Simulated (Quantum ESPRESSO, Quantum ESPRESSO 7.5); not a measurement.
# K(100): thickness series by an ASE script

Aim: how the work function and the surface energy of K(100) settle with the number of layers.

Program: Quantum ESPRESSO 7.5. Level of theory: plane-wave DFT, PBE, GBRV ultrasoft pseudopotentials. Results are calculated unless marked as measured.

**What experiment says.**

For K (polycrystalline sample, no single face), “Anisotropic work function of elemental crystals” (2019, arxiv:1902.07811) quotes earlier work: work function, loosely compared (polycrystalline sample, no single face) 2.29 eV.

### Step 1. Starting point

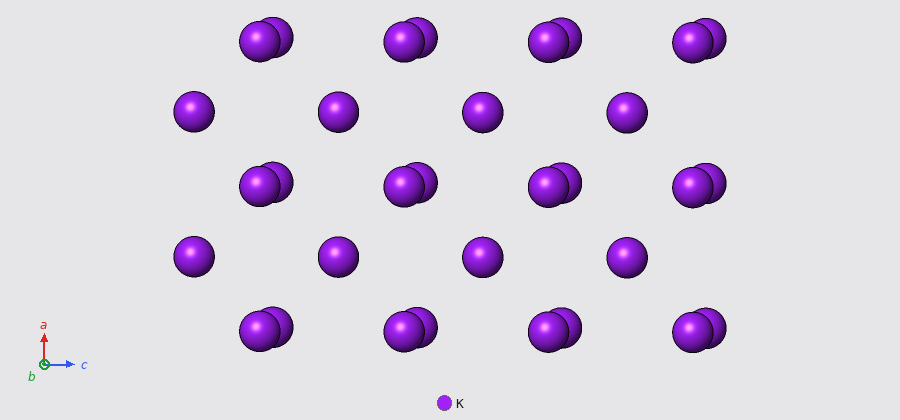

Start, viewed from the side, with the c axis across the page; potassium purple. 2×1×1 cells are drawn. Some periodic images of atoms are drawn too.

The cell holds 8 atoms: 8 K. Its edges and angles: a = 5.230 Å, b = 5.230 Å, c = 33.305 Å, α = 90.0°, β = 90.0°, γ = 90.0°. It derives from K. Vacuum lies along c.

As a file:

```cif
data_structure
_symmetry_space_group_name_H-M 'P 1'
_symmetry_Int_Tables_number 1
_cell_length_a 5.2300
_cell_length_b 5.2300
_cell_length_c 33.3050
_cell_angle_alpha 90.000
_cell_angle_beta 90.000
_cell_angle_gamma 90.000
_cell_volume 910.99
loop_
_atom_site_label
_atom_site_type_symbol
_atom_site_fract_x
_atom_site_fract_y
_atom_site_fract_z
_atom_site_occupancy
K1 K 0.50000 0.50000 0.22519 1
K2 K 0.00000 0.00000 0.30371 1
K3 K 0.50000 0.50000 0.38222 1
K4 K 0.00000 0.00000 0.46074 1
K5 K 0.50000 0.50000 0.53926 1
K6 K 0.00000 0.00000 0.61778 1
K7 K 0.50000 0.50000 0.69629 1
K8 K 0.00000 0.00000 0.77481 1
```

### Step 2. Running the series

ASE writes the inputs, starts pw.x and reads the results. Under ESM bc1 the zero of energy of a symmetric slab is the vacuum, so the work function is minus the Fermi level.

Input file run.py:

```python
import json
import numpy as np
from ase.build import bcc100
from ase.calculators.espresso import Espresso, EspressoProfile

profile = EspressoProfile(command='mpirun -n 4 pw.x -nk 4', pseudo_dir='../pseudo')
pseudopotentials = {'K': 'k_pbe_v1.4.uspp.F.UPF'}
system = {'ecutwfc': 40, 'ecutrho': 200, 'occupations': 'smearing', 'smearing': 'mv', 'degauss': 0.02}


def calculator(name, kpts, **extra):
    data = dict(control=dict(tprnfor=True, verbosity='high', disk_io='none'),
                system=system | extra,
                electrons=dict(conv_thr=1e-07, mixing_beta=0.4, mixing_mode='local-TF',
                               electron_maxstep=100))
    return Espresso(profile=profile, directory=name, pseudopotentials=pseudopotentials, kpts=kpts, input_data=data)


def centre(atoms):
    z = atoms.positions[:, 2]
    atoms.positions[:, 2] -= (z.max() + z.min()) / 2  # ESM wants the slab about z = 0
    return atoms


rows = []
for n in [3, 4, 5, 6, 7, 8]:
    slab = centre(bcc100('K', size=(1, 1, n), a=5.23, vacuum=7.5, periodic=True))
    slab.set_initial_magnetic_moments([0.0] * n)
    slab.calc = calculator(f'n{n}', (6, 6, 1), assume_isolated='esm', esm_bc='bc1')
    energy = slab.get_potential_energy()
    work = -slab.calc.get_fermi_level()
    force = slab.get_forces()[-1, 2]
    rows.append([n, energy, work, force])
    print(f'{n} layers: E = {energy:.5f} eV, work function {work:.3f} eV, force on the top atom {force:+.3f} eV/A')

n, energy = np.array(rows)[:, :2].T
slope, offset = np.polyfit(n[1:], energy[1:], 1)
area = np.linalg.norm(np.cross(*slab.cell[:2]))
gamma = offset / (2 * area) * 16.0218
print(f'bulk energy from the slope {slope:.5f} eV an atom; unrelaxed surface energy {gamma:.3f} J/m^2')
json.dump(dict(rows=rows, slope=slope, gamma=gamma), open('result.json', 'w'))
```

Started as:

```bash
OMP_NUM_THREADS=1 python run.py
```

Log:

```text
3 layers: E = -2325.69893 eV, work function 2.249 eV, force on the top atom +0.016 eV/A
4 layers: E = -3101.05960 eV, work function 2.260 eV, force on the top atom +0.024 eV/A
5 layers: E = -3876.41562 eV, work function 2.208 eV, force on the top atom +0.019 eV/A
6 layers: E = -4651.79206 eV, work function 2.245 eV, force on the top atom +0.025 eV/A
7 layers: E = -5427.14489 eV, work function 2.227 eV, force on the top atom +0.020 eV/A
8 layers: E = -6202.51797 eV, work function 2.229 eV, force on the top atom +0.020 eV/A
bulk energy from the slope -775.36460 eV an atom; unrelaxed surface energy 0.118 J/m^2
```

The job ended after 26 min (4 MPI ranks of Arm Neoverse V2, shared host; peak memory 2.4 GiB).

The input that ASE wrote for the first run, and its log:

```
&CONTROL
   verbosity        = 'high'
   tprnfor          = .true.
   disk_io          = 'none'
   pseudo_dir       = '../pseudo'
/
&SYSTEM
   ecutwfc          = 40
   ecutrho          = 200
   occupations      = 'smearing'
   degauss          = 0.02
   smearing         = 'mv'
   assume_isolated  = 'esm'
   esm_bc           = 'bc1'
   ntyp             = 1
   nat              = 3
   ibrav            = 0
/
&ELECTRONS
   electron_maxstep = 100
   conv_thr         = 1e-07
   mixing_mode      = 'local-TF'
   mixing_beta      = 0.4
/
&IONS
/
&CELL
/
&FCP
/
&RISM
/
ATOMIC_SPECIES
K 39.0983 k_pbe_v1.4.uspp.F.UPF

K_POINTS automatic
6 6 1  0 0 0

CELL_PARAMETERS angstrom
5.23000000000000 0.00000000000000 0.00000000000000
0.00000000000000 5.23000000000000 0.00000000000000
0.00000000000000 0.00000000000000 20.23000000000000

ATOMIC_POSITIONS angstrom
K 0.0000000000 0.0000000000 -2.6150000000  
K 2.6150000000 2.6150000000 0.0000000000  
K 0.0000000000 0.0000000000 2.6150000000
```

```text
Program PWSCF v.7.5 starts
[citation notice left out]

     Parallel version (MPI & OpenMP), running on       4 processor cores
     Number of MPI processes:                 4
     Threads/MPI process:                     1

     MPI processes distributed on     1 nodes
[... 1 line left out ...]

Warning: card &CELL ignored
Warning: card &FCP ignored
Warning: card &RISM ignored

     Current dimensions of program PWSCF are:
     Max number of different atomic species (ntypx) = 10
     Max number of k-points (npk) =  40000
     Max angular momentum in pseudopotentials (lmaxx) =  4
     Message from routine setup:
     using ibrav=0 with symmetry is DISCOURAGED, use correct ibrav instead

     K-points division:     npool     =       4
     Subspace diagonalization in iterative solution of the eigenvalue problem:
     a serial algorithm will be used

     G-vector sticks info
     --------------------
     sticks:   dense  smooth     PW     G-vecs:    dense   smooth      PW
     Sum        1565    1237    357               178569   127565   19615

     Using Slab Decomposition

     bravais-lattice index     =            0
     lattice parameter (alat)  =       9.8833  a.u.
     unit-cell volume          =    3734.1853 (a.u.)^3
     number of atoms/cell      =            3
     number of atomic types    =            1
     number of electrons       =        27.00
     number of Kohn-Sham states=           18
     kinetic-energy cutoff     =      40.0000  Ry
     charge density cutoff     =     200.0000  Ry
     scf convergence threshold =      1.0E-07
     mixing beta               =       0.4000
     number of iterations used =            8  local-TF  mixing
     Exchange-correlation=  SLA  PW   PBX  PBC
                           (   1   4   3   4   0   0   0)

     Effective Screening Medium Method
     =================================
     Boundary Conditions: Vacuum-Slab-Vacuum
     total charge in unit cell        =   0.0000
     grid points for fit at edges     =        4

[... 10 lines left out ...]
     PseudoPot. # 1 for K  read from file:
     ../pseudo/k_pbe_v1.4.uspp.F.UPF
     Pseudo is Ultrasoft + core correction, Zval =  9.0
     Generated by new atomic code, or converted to UPF format
     Using radial grid of  841 points,  6 beta functions with:
                l(1) =   0
                l(2) =   0
                l(3) =   1
                l(4) =   1
                l(5) =   2
                l(6) =   2
     Q(r) pseudized with  6 coefficients,  rinner =    1.500   1.500   1.500
                                                       1.500   1.500

     atomic species   valence    mass     pseudopotential
     K                 9.00    39.09830     K ( 1.00)

     16 Sym. Ops., with inversion, found

                                    s                        frac. trans.

      isym =  1     identity

[... 532 lines left out ...]
   -18.1208 -17.7899 -17.7767 -17.7767  -4.0541  -3.0776  -1.9199  -0.8294
    -0.4646   0.3921

     occupation numbers
     1.0000   1.0000   1.0000   1.0000   1.0000   1.0000   1.0000   1.0000
     1.0000   1.0000   1.0000   1.0000   1.0000   1.0012   0.0134   0.0000
     0.0000   0.0000

[... 72 lines left out ...]

     the Fermi energy is    -2.2495 ev

!    total energy              =    -170.93573359 Ry
     estimated scf accuracy    <       0.00000009 Ry
     smearing contrib. (-TS)   =       0.00003535 Ry
     internal energy E=F+TS    =    -170.93576895 Ry

     The total energy is F=E-TS. E is the sum of the following terms:
     one-electron contribution =     330.57017804 Ry
     hartree contribution      =    -168.35871761 Ry
     xc contribution           =     -26.84886960 Ry
     ewald contribution        =    -306.29835978 Ry

     convergence has been achieved in  20 iterations

     negative rho (up, down):  1.948E-05 0.000E+00

     Forces acting on atoms (cartesian axes, Ry/au):

     atom    1 type  1   force =     0.00000000    0.00000000   -0.00062402
     atom    2 type  1   force =     0.00000000    0.00000000    0.00000000
     atom    3 type  1   force =     0.00000000    0.00000000    0.00062402
     The non-local contrib.  to forces
     atom    1 type  1   force =     0.00000000    0.00000000   -0.03863011
     atom    2 type  1   force =     0.00000000    0.00000000    0.00000000
     atom    3 type  1   force =     0.00000000    0.00000000    0.03863011
     The ionic contribution  to forces
     atom    1 type  1   force =     0.00000000    0.00000000  -19.62326684
     atom    2 type  1   force =    -0.00000000   -0.00000000    0.00000000
     atom    3 type  1   force =     0.00000000    0.00000000   19.62326684
     The local contribution  to forces
     atom    1 type  1   force =     0.00000000    0.00000000   19.66104647
     atom    2 type  1   force =    -0.00000000   -0.00000000   -0.00000060
     atom    3 type  1   force =     0.00000000    0.00000000  -19.66104767
     The core correction contribution to forces
     atom    1 type  1   force =    -0.00000000   -0.00000000    0.00012024
     atom    2 type  1   force =    -0.00000000   -0.00000000   -0.00000000
     atom    3 type  1   force =     0.00000000    0.00000000   -0.00012024
     The Hubbard contrib.    to forces
     atom    1 type  1   force =     0.00000000    0.00000000    0.00000000
     atom    2 type  1   force =     0.00000000    0.00000000    0.00000000
     atom    3 type  1   force =     0.00000000    0.00000000    0.00000000
     The SCF correction term to forces
     atom    1 type  1   force =    -0.00000000   -0.00000000    0.00010561
     atom    2 type  1   force =     0.00000000   -0.00000000   -0.00000000
     atom    3 type  1   force =     0.00000000   -0.00000000   -0.00010561

     Total force =     0.000883     Total SCF correction =     0.000149
     SCF correction compared to forces is large: reduce conv_thr to get better values
     Message from routine punch:
     Nothing written, as per user request (disk_io='none')

[... 1 line left out ...]

[... 1 line left out ...]

[... 1 line left out ...]

[... 3 lines left out ...]

[... 1 line left out ...]

[... 2 lines left out ...]

[... 1 line left out ...]

[... 1 line left out ...]

=------------------------------------------------------------------------------=
   JOB DONE.
=------------------------------------------------------------------------------=
```

Read from the output:

- surface energy: 0.1176 J/m²
- work function of the thickest slab: 2.229 eV

Table of work function by layers:

```tsv
layers	work function (eV)
3.00	2.25
4.00	2.26
5.00	2.21
6.00	2.24
7.00	2.23
8.00	2.23
```

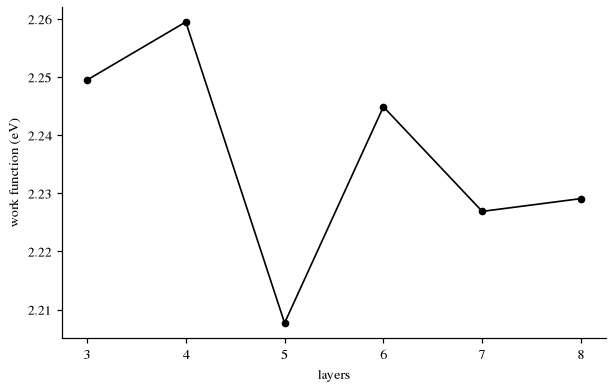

Work function, plotted against layers.

Force on the top atom along the normal against layers:

```tsv
layers	force on the top atom along the normal (eV/Å)
3.00	0.0160
4.00	0.0242
5.00	0.0194
6.00	0.0250
7.00	0.0198
8.00	0.0199
```

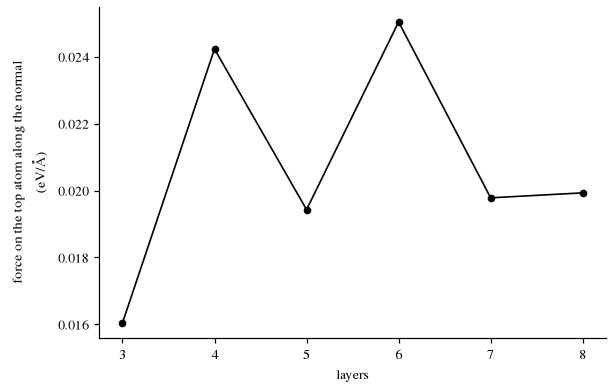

Force on the top atom along the normal, plotted against layers.

Table of energy less the bulk line's slope by layers:

```tsv
layers	energy less the bulk line's slope (meV)
3.00	395
4.00	399
5.00	407
6.00	396
7.00	407
8.00	399
```

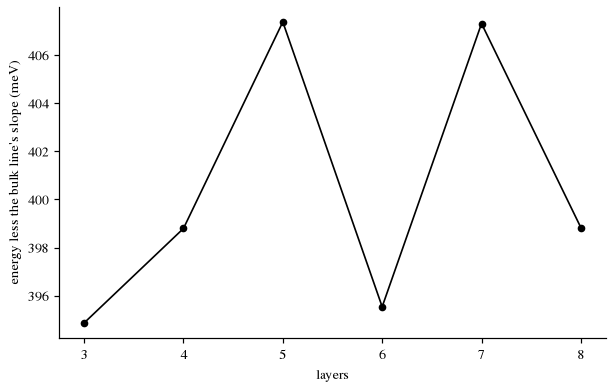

Energy less the bulk line's slope against layers.

### Step 3. The script: PBE, SSSP efficiency

Level of this step: plane-wave DFT, PBE, SSSP efficiency pseudopotentials (Quantum ESPRESSO 7.5).

run.py, as its differences from the input of step 2:

```diff
@@ -6,4 +6,4 @@
 profile = EspressoProfile(command='mpirun -n 4 pw.x -nk 4', pseudo_dir='../pseudo')
-pseudopotentials = {'K': 'k_pbe_v1.4.uspp.F.UPF'}
-system = {'ecutwfc': 40, 'ecutrho': 200, 'occupations': 'smearing', 'smearing': 'mv', 'degauss': 0.02}
+pseudopotentials = {'K': 'K.pbe-spn-kjpaw_psl.1.0.0.UPF'}
+system = {'ecutwfc': 45, 'ecutrho': 360, 'occupations': 'smearing', 'smearing': 'mv', 'degauss': 0.02}
```

Started as:

```bash
OMP_NUM_THREADS=1 python run.py
```

Log:

```text
3 layers: E = -4612.35332 eV, work function 2.257 eV, force on the top atom -0.017 eV/A
4 layers: E = -6149.93200 eV, work function 2.269 eV, force on the top atom +0.028 eV/A
5 layers: E = -7687.50598 eV, work function 2.217 eV, force on the top atom +0.019 eV/A
6 layers: E = -9225.10084 eV, work function 2.251 eV, force on the top atom +0.022 eV/A
7 layers: E = -10762.67102 eV, work function 2.235 eV, force on the top atom +0.019 eV/A
8 layers: E = -12300.26188 eV, work function 2.239 eV, force on the top atom +0.023 eV/A
bulk energy from the slope -1537.58248 eV an atom; unrelaxed surface energy 0.117 J/m^2
```

It took 15 min on 4 MPI ranks; peak memory 4 GiB.

This step gave:

| Item | Value |
| --- | --- |
| surface energy | 0.1173 J/m² |
| work function of the thickest slab | 2.239 eV |

Table of work function by layers:

```tsv
layers	work function (eV)
3.00	2.26
4.00	2.27
5.00	2.22
6.00	2.25
7.00	2.23
8.00	2.24
```

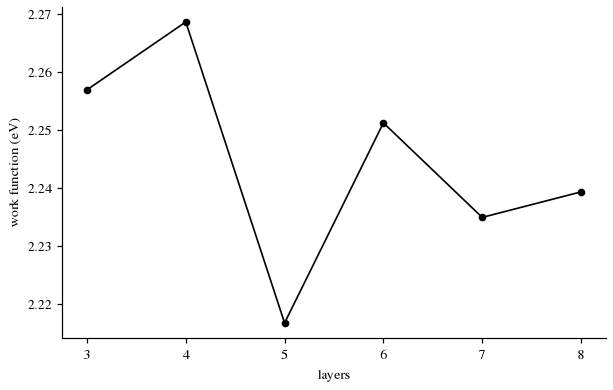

Work function against layers.

Table of force on the top atom along the normal by layers:

```tsv
layers	force on the top atom along the normal (eV/Å)
3.00	-0.0170
4.00	0.0280
5.00	0.0194
6.00	0.0223
7.00	0.0190
8.00	0.0232
```

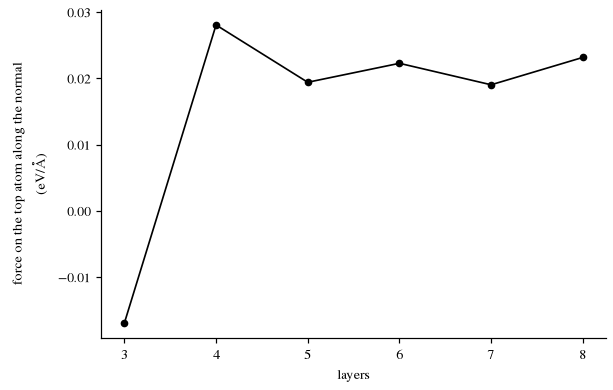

Force on the top atom along the normal, plotted against layers.

Table of energy less the bulk line's slope by layers:

```tsv
layers	energy less the bulk line's slope (meV)
3.00	394
4.00	398
5.00	406
6.00	394
7.00	406
8.00	398
```

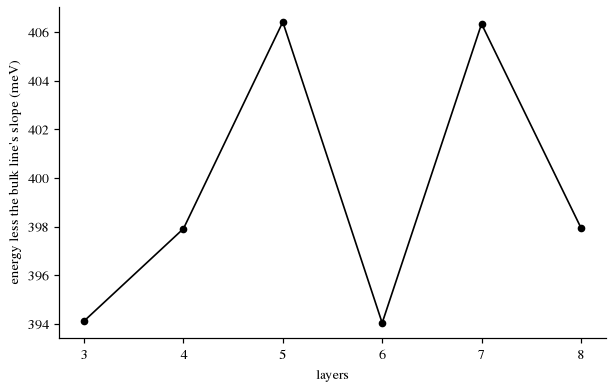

Energy less the bulk line's slope against layers.

### Step 4. A check by hand

γ = (E_N − N e_bulk)/(2A). The excess of the thickest slab is 0.399 eV and A = 27.353 Å²: 0.399/(2 × 27.353) × 16.02 = 0.12 J/m² (1 eV/Å² = 16.02 J/m²); the fit's intercept gives 0.12.

### Step 5. Results

```json
{"work function of the thickest slab, PBE, GBRV ultrasoft": "2.23 eV", "unrelaxed surface energy, PBE, GBRV ultrasoft": "0.12 J/m²", "work function of the thickest slab, PBE, SSSP efficiency": "2.24 eV", "unrelaxed surface energy, PBE, SSSP efficiency": "0.12 J/m²"}
```

**Reading.** The thickest slab gives a work function of 2.23 eV and the series an unrelaxed surface energy of 0.12 J/m² (PBE, GBRV ultrasoft). The work function swings by 0.05 eV over 3 to 8 layers and by 0.00 eV over the last step; confined states crossing the Fermi level and the finite mesh both contribute. From 3 layers on it stays within 0.1 eV. The top atom feels almost no force. The slabs are cut from the bulk at the tabulated lattice constant and not relaxed; the surface energy comes from a straight line through the energies of all but the thinnest slab.

Calculation against experiment:

| quantity | measured | PBE, GBRV | PBE, SSSP efficiency |
| --- | --- | --- | --- |
| work function, loosely compared (polycrystalline sample, no single face) (eV) | 2.29 | 2.23 (-0.06 eV) | 2.24 (-0.05 eV) |

Measured values from arxiv:1902.07811 (2019).

Verdict: A polycrystal averages over faces, so this is a loose comparison.

[Logs are printed without paths, hosts, clocks, repeated set-up lines and the standing remarks that a program may print on its own settings, such as how far it seeks lower states.]

[Hosts, paths, dates, database ids (printed as entryN), source tags and the programs' standing remarks are cut or masked in the printed files.]

[Maps of the electrostatic potential energy from Ansatz leave out the sawtooth potential of an applied field or a dipole correction, so their vacuum need not be flat; planar profiles and work functions include it.]
